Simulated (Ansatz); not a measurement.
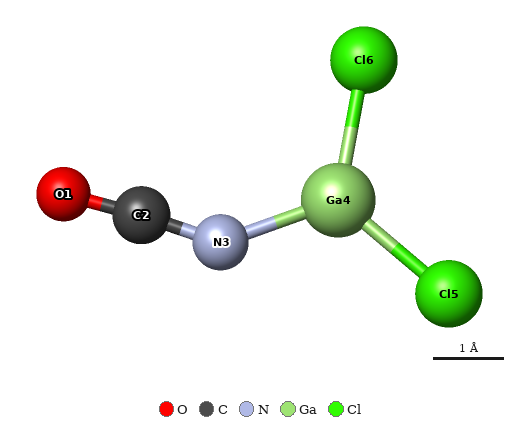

*The structure (ball-and-stick view, seen at a tilt; atoms are numbered from 1 in the order of the input). Sticks mark near contacts.*

Bond lengths as drawn: Cl–Ga 2.11 Å, C–N 1.20 Å, C–O 1.16 Å and Ga–N 1.81 Å.

**Single-point calculation of CCl₂GaNO (charge +4)**

System: CCl₂GaNO, charge +4.
Method: UKS B2GP-PLYP/STO-3G (Ansatz 0.2.0).

Some settings of this run were made unusual or wrong on purpose. The geometry comes from this level: PBE0-D4/def2-TZVP. Figures and captions count atoms from 1; the log counts them from 0 in places.

**Input file**
```yaml
crystal:
  periodic: [false, false, false]
  atoms:
    - {symbol: O, position_ang: [-0.747364, 1.507629, 2.307311]}
    - {symbol: C, position_ang: [-0.635835, 0.720854, 1.460078]}
    - {symbol: N, position_ang: [-0.579625, -0.138440, 0.617481]}
    - {symbol: Ga, position_ang: [0.326229, -0.550296, -0.894670]}
    - {symbol: Cl, position_ang: [-0.151682, -2.338582, -1.898716]}
    - {symbol: Cl, position_ang: [1.830378, 0.734835, -1.637483]}
basis:
  gaussian: {orbitals: STO-3G}
total_charge: 4
magnetization: {spin_polarized: true, initial_magnetization: 0}
hamiltonian: {xc: {name: B2GP-PLYP}}
output: {forces: true}
```

Launch command:
```bash
ansatz run in.yaml --threads 4 --pin off --events-out ev --progress --plain --max-ram 10444MiB
```

**Output**
```
Functional definition: B2GP-PLYP
  name "B2GP-PLYP"
  cite "Karton, Tarnopolsky, Lamère, Schatz & Martin, J. Phys. Chem. A 112, 12868 (2008) doi:10.1021/jp801805p"
  cite "Becke, Phys. Rev. A 38, 3098 (1988) doi:10.1103/PhysRevA.38.3098"
  cite "Lee, Yang & Parr, Phys. Rev. B 37, 785 (1988) doi:10.1103/PhysRevB.37.785"
  parameter a = 0.65
  parameter c = 0.36
  exchange = (1 - a)*b88_x + a*exact_x
  correlation = (1 - c)*lyp_c + c*(mp2_os + mp2_ss)
587 factors; integrals over basis functions are off by at most 7.6e-5 eV
mean field evaluation 1: about -79851.4192 eV, gradient 4.5e2 eV
mean field evaluation 2: about -79851.5899 eV, gradient 4.5e2 eV
mean field evaluation 4: about -79007.9982 eV, gradient 2.0e2 eV
mean field evaluation 8: about -80891.9479 eV, gradient 6.2e1 eV
mean field evaluation 16: about -80940.2538 eV, gradient 1.6e0 eV
mean field evaluation 32: about -80945.8092 eV, gradient 1.5e-3 eV
mean field evaluation 64: about -80945.7492 eV, gradient 9.2e-2 eV
mean field evaluation 96: about -80946.0712 eV, gradient 1.7e-2 eV
mean field evaluation 128: about -80946.1445 eV, gradient 4.1e-2 eV
mean field evaluation 160: about -80606.4465 eV, gradient 2.5e2 eV
mean field evaluation 192: about -80710.6843 eV, gradient 2.0e2 eV
mean field evaluation 224: about -80945.7263 eV, gradient 4.5e-1 eV
mean field -80946.14462808 eV, -2974.7159478147 hartree, gradient 2.9e-6 eV, S^2 2.210423; 12 other end points of the search recorded, 0 dependent functions left out
22 core orbitals not correlated: weight in the atoms' cores, before any rotation towards them, 1.000 or more for the frozen orbitals, at most 0.000 for the correlated occupied ones
reference -80946.14471747 eV, -2974.7159510994 hartree; 19, 19 occupied and 10, 10 virtual orbitals, 587 factors
second order -7.55412040 eV of doubles, -0.00000000 eV of singles
the calculation of the forces begins
Total energy: -80948.86420081 eV, -2974.8158902689 hartree
Atom 0 at    -0.747364     1.507629     2.307311 Å, force    -1.175708     7.713835     8.410267 eV/Å
Atom 1 at    -0.635835     0.720854     1.460078 Å, force    -0.724009    -0.134203     0.792446 eV/Å
Atom 2 at    -0.579625    -0.138440     0.617481 Å, force     2.614542    -6.632468    -9.253113 eV/Å
Atom 3 at     0.326229    -0.550296    -0.894670 Å, force    -2.778246     0.616733     4.058308 eV/Å
Atom 4 at    -0.151682    -2.338582    -1.898716 Å, force    -0.991365    -4.002055    -2.345278 eV/Å
Atom 5 at     1.830378     0.734835    -1.637483 Å, force     3.054786     2.438158    -1.662630 eV/Å
Dipole moment:    -0.282543     0.443464     0.754750 e Å
```

**Outcome**

- outcome: converged
- total energy: −80948.8642 eV
- mean-field energy: −80946.1447 eV
- ⟨S²⟩: 2.210
- SCF solution under orbital rotations: stable
- largest force (length of the vector): 11.681 eV/Å
- hardware: 4 threads of Arm Neoverse V2, 23 GiB of memory available, shared host
- wall time: 19 s (CPU time 71 s)
- peak memory: 0.24 GiB

**What went wrong**

A setting was made wrong on purpose: charge. The program still converged, but the numbers can't be taken as results for the intended system. ⟨S²⟩ is 2.21 against 0.00 for a pure state: the solution is spin-contaminated.
